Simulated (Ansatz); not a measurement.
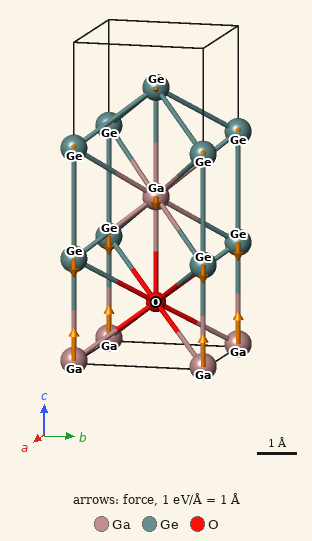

Starting geometry of crystalline Ga2Ge3O (a generated structure, set up in P4mm) (coarse preliminary run) with the computed forces as orange arrows. Style: ball-and-stick. Shown: the cell of the calculation, slightly off an axis.

The calculation used Ansatz 0.2.0, DFT PBE, scalar-relativistic, plane waves, PAW.

Input file:
```yaml
crystal:
  lattice:
    - [3.48840344, 0.0, 0.0]
    - [0.0, 3.48840344, 0.0]
    - [0.0, 0.0, 8.50365607]
  atoms:
    - { symbol: Ga, position: [0.0, 0.0, 0.009477] }
    - { symbol: Ga, position: [0.5, 0.5, 0.49382401] }
    - { symbol: Ge, position: [0.0, 0.0, 0.67094803] }
    - { symbol: Ge, position: [0.0, 0.0, 0.325762] }
    - { symbol: Ge, position: [0.5, 0.5, 0.83417797] }
    - { symbol: O, position: [0.5, 0.5, 0.165811] }
basis:
  ecutwfc: 420
kpoints:
  mp_grid: { grid: [6, 6, 2] }
hamiltonian:
  xc: pbe
scf:
  occupations: { method: gaussian, width: 0.1 }
  lower_state_search: "off"
output:
  forces: true
  stress: true
  eigenvalues: true
relax:
  adjacent_minimum: "off"
  f_tol: 0.04
  max_steps: 70
  cell: { stress_tol: 0.4 }
```

Run as
```bash
ansatz run input.yaml --threads 1 --pin off --max-ram 2560MiB --backend cpu --events-out ev --progress --plain --runs-dir out
```

Q: Is this structure relaxed? If not, where do the atoms go?

A: It isn't relaxed: the largest force vector, on Ga1, is 0.89 eV/Å. The final displacements follow the starting forces only in part (cosine between the two patterns 0.34). After 11 accepted moves (14 points after the start) the energy has fallen by 364 meV per atom. The largest force component goes from 0.89 to 0.006 eV/Å. The pressure goes from −0.81 to 0.04 GPa. The line search rejected the trial step at point 8 of the run. At 2 points the geometry stayed and the basis and grid were re-selected for the new cell (energy shift of 4.8 meV per atom at most each time). Ga2 moves most relative to the cell: 1.11 Å along −c. Largest moves by element: Ga 1.11 Å, Ge 0.74 Å, O 0.69 Å. The drawn cell changes as follows: a = b 3.488 → 3.782 Å (+8.4 %), c 8.504 → 7.611 Å (−10.5 %); the volume changes by +5.2 %. Some distances before and after: Ga2–Ge3 2.890 → 4.062 Å, Ge4–O6 2.817 → 3.757 Å, Ge5–O6 2.820 → 1.970 Å, Ga2–O6 2.789 → 2.077 Å. Bond angles that change, for instance: Ga1–Ge4–Ga2 120.1° → 78.1°, Ga2–Ge4–Ge3 59.9° → 101.9°, Ge5–Ge3–Ge5 121.3° → 158.6°. The space group stays P4mm (No. 99).
